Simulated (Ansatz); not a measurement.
**singlet SnH3O+ at 6 levels**

We compute a comparison of 6 runs (HF/STO-3G, HF/3-21G, BHLYP/def2-TZVP, PBE0/def2-TZVP, wB97X/def2-TZVP, CCSD(T)/def2-TZVP) of singlet SnH3O+. 

The results are computed with Ansatz 0.2.0.

28 further runs of the same task are left out: 28 set aside as unsound or not needed. Runs told in other sessions of the task aren't counted.

## 1. Starting point

SnH3O+ has 5 atoms, charge +1, and is taken as a singlet. SMILES of the parent species: `[OH][SnH2]`. Geometry: relaxed at PBE0-D4/def2-TZVP. This is one conformer, not always the lowest. That shape belongs to the parent species and isn't relaxed for this state.

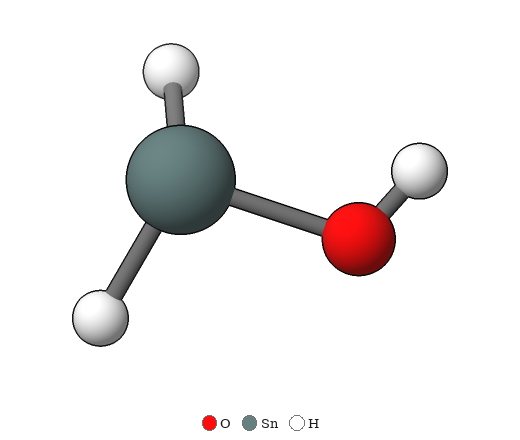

The structure, seen from a chosen angle (oxygen red, tin teal, hydrogen white).

## 2. The energy at HF/STO-3G (run 1)

File molecule.yaml:

```yaml
crystal:
  periodic: [false, false, false]
  atoms:
    - {symbol: O, position_ang: [0.707400, -0.732900, 0.861900]}
    - {symbol: Sn, position_ang: [0.104500, 0.308800, -0.705500]}
    - {symbol: H, position_ang: [0.368600, -1.631300, 0.873200]}
    - {symbol: H, position_ang: [-1.606800, 0.061300, -0.845900]}
    - {symbol: H, position_ang: [0.476300, 1.920400, -0.224900]}
basis:
  gaussian: {orbitals: STO-3G}
total_charge: 1
hamiltonian: {xc: hf}
accuracy: high
output: {orbitals: {seedname: orbitals}}
```

On the command line:

```bash
$ ansatz run molecule.yaml --threads 1 --pin off --max-ram 2610MiB --events-out events.jsonl --progress --plain --runs-dir runs
```

The log of the run:

```text
Warning: RAYON_NUM_THREADS=1 ignored (pool sized by the plan → 1); use --threads N
Functional definition: HF
  name "HF"
  exchange = exact_x
  correlation = 0
641 factors; integrals over basis functions are off by at most 4.0e-9 eV
mean field evaluation 1: about -164314.2306 eV, gradient 3.5e1 eV
mean field evaluation 2: about -164314.2590 eV, gradient 3.5e1 eV
mean field evaluation 4: about -164319.7639 eV, gradient 3.4e0 eV
mean field evaluation 8: about -164319.8698 eV, gradient 1.6e-1 eV
mean field evaluation 16: about -164319.8702 eV, gradient 1.1e-8 eV
mean field -164319.87022572 eV, -6038.6438507870 hartree, gradient 1.1e-8 eV, S^2 0.000000; 0 other end points of the search recorded, 0 dependent functions left out
reference -164319.87022572 eV, -6038.6438507870 hartree; 30, 30 occupied and 5, 5 virtual orbitals, 641 factors
Total energy: -164319.87022572 eV, -6038.6438507870 hartree
```

Run time: 0.3 s. Hardware: 1 thread of AMD EPYC 9R45 (Zen 5), shared host.

## 3. The energy at HF/3-21G (run 2)

molecule.yaml: that of step 2 with these lines changed.

```diff
@@ -1 +1,4 @@
+basis:
+  gaussian:
+    orbitals: 3-21G-spherical.json
 crystal:
@@ -8,6 +11,5 @@
     - {symbol: H, position_ang: [0.476300, 1.920400, -0.224900]}
-basis:
-  gaussian: {orbitals: STO-3G}
 total_charge: 1
-hamiltonian: {xc: hf}
+hamiltonian:
+  xc: hf
 accuracy: high
```

The basis set 3-21G is read from a file made from the Basis Set Exchange's data (not shown).

On the command line:

```bash
$ ansatz run molecule.yaml --threads 1 --pin off --max-ram 2610MiB --events-out events.jsonl --progress --plain --runs-dir runs
```

The log of the run:

```text
Warning: RAYON_NUM_THREADS=1 ignored (pool sized by the plan → 1); use --threads N
Functional definition: HF
  name "HF"
  exchange = exact_x
  correlation = 0
897 factors; integrals over basis functions are off by at most 4.9e-9 eV
mean field evaluation 1: about -165223.3524 eV, gradient 6.5e1 eV
mean field evaluation 2: about -165223.4817 eV, gradient 6.4e1 eV
mean field evaluation 4: about -165231.0440 eV, gradient 6.9e0 eV
mean field evaluation 8: about -165231.2460 eV, gradient 5.7e-1 eV
mean field evaluation 16: about -165231.2525 eV, gradient 1.3e-6 eV
mean field -165231.25245798 eV, -6072.1365300655 hartree, gradient 3.6e-8 eV, S^2 0.000000; 0 other end points of the search recorded, 0 dependent functions left out
reference -165231.25245798 eV, -6072.1365300655 hartree; 30, 30 occupied and 16, 16 virtual orbitals, 897 factors
Total energy: -165231.25245798 eV, -6072.1365300655 hartree
```

Run time: 0.4 s. Hardware: 1 thread of AMD EPYC 9R45 (Zen 5), shared host; peak memory 0.12 GiB.

Runs 3 to 5 aren't shown in full; the table further down has their settings and results.

## 4. The energy at CCSD(T)/def2-TZVP (core potential) (run 6)

File run.yaml:

```yaml
crystal:
  periodic: [false, false, false]
  atoms:
    - {symbol: O, position_ang: [0.707400, -0.732900, 0.861900]}
    - {symbol: Sn, position_ang: [0.104500, 0.308800, -0.705500]}
    - {symbol: H, position_ang: [0.368600, -1.631300, 0.873200]}
    - {symbol: H, position_ang: [-1.606800, 0.061300, -0.845900]}
    - {symbol: H, position_ang: [0.476300, 1.920400, -0.224900]}
basis:
  gaussian:
    orbitals: def2-TZVP
total_charge: 1
accuracy: high
correlation:
  method: ccsd_t
  frozen_orbitals: {H: 0, O: 1, Sn: 4}
scf:
  omitted_lower_state_checks: [cluster_reference, increment]
```

On the command line:

```bash
$ ansatz run run.yaml --threads 1 --pin off --max-ram 2610MiB --events-out events.jsonl --progress --plain --runs-dir runs
```

The log of the run (excerpt; [...] marks lines left out):

```text
Warning: RAYON_NUM_THREADS=1 ignored (pool sized by the plan → 1); use --threads N
Functional definition: HF
  name "HF"
[...]
1887 factors; integrals over basis functions are off by at most 3.8e-9 eV
[...]
mean field -7882.20104416 eV, -289.6655456253 hartree, gradient 2.6e-8 eV, S^2 0.000000; 1 other end points of the search recorded, 0 dependent functions left out
5 core orbitals not correlated: weight in the atoms' cores, before any rotation towards them, 1.000 or more for the frozen orbitals, at most 0.000 for the correlated occupied ones
reference -7882.20104416 eV, -289.6655456253 hartree; 11, 11 occupied and 83, 83 virtual orbitals, 1887 factors
second order -14.88485937 eV of doubles, -0.00000000 eV of singles
cycle   1  -14.50765609 eV  change    3.8e-1 eV  update   1.3e-1
[...]
cycle  27  -15.09723905 eV  change  -1.6e-10 eV  update   1.0e-9
perturbative correction -0.52925205 eV, -0.0194496542 hartree
Total energy: -7897.82753526 eV, -290.2398085811 hartree
Checks for a lower state left out: cluster_reference, increment
```

It took 14 s on 1 thread of AMD EPYC 9R45 (Zen 5), shared host; peak memory 0.69 GiB.

## 5. All runs side by side

| run | level | core potential | frozen core orbitals | energy (Eh) | HOMO energy (eV) | LUMO energy (eV) | HOMO–LUMO gap (eV) | wall time |
| --- | --- | --- | --- | --- | --- | --- | --- | --- |
| 1 | HF/STO-3G | none | – | -6038.643851 | -15.99 | -4.79 | 11.20 | 0.3 s |
| 2 | HF/3-21G | none | – | -6072.136530 | -18.17 | -7.48 | 10.69 | 0.4 s |
| 3 | BHLYP/def2-TZVP (core potential) | def2-TZVP | – | -290.904626 | -16.52 | -9.86 | 6.66 | 2.8 s |
| 4 | PBE0/def2-TZVP (core potential) | def2-TZVP | – | -290.941133 | -15.12 | -10.58 | 4.54 | 2.6 s |
| 5 | wB97X/def2-TZVP (core potential) | def2-TZVP | – | -291.038778 | -17.53 | -8.61 | 8.92 | 7.2 s |
| 6 | CCSD(T)/def2-TZVP (core potential) | def2-TZVP | 5 | -290.239809 | – | – | – | 14 s |

## 6. Results

| quantity | value |
| --- | --- |
| run 6: total energy | -290.23981 Eh |
| run 6: correlation energy (5 core orbitals frozen) | -574.3 mEh |
| run 6: (T) correction | -19.45 mEh |
| run 6: T1 diagnostic | 0.025 |

In words: Over runs 1, 2, 3, 4, 5 the HOMO–LUMO gap runs from 4.54 eV (PBE0/def2-TZVP) to 11.20 eV (HF/STO-3G). The two ends differ in method and basis and core potential. Totals of different functionals can't be ranked against each other. Some runs of one species differ in core potentials or relativity; totals across that change don't compare. In run 1 the basis is minimal, so the values are rough. In runs 1, 2 relativity is left out where basis or elements ask for it. All runs together took 28 s, the longest 14 s.
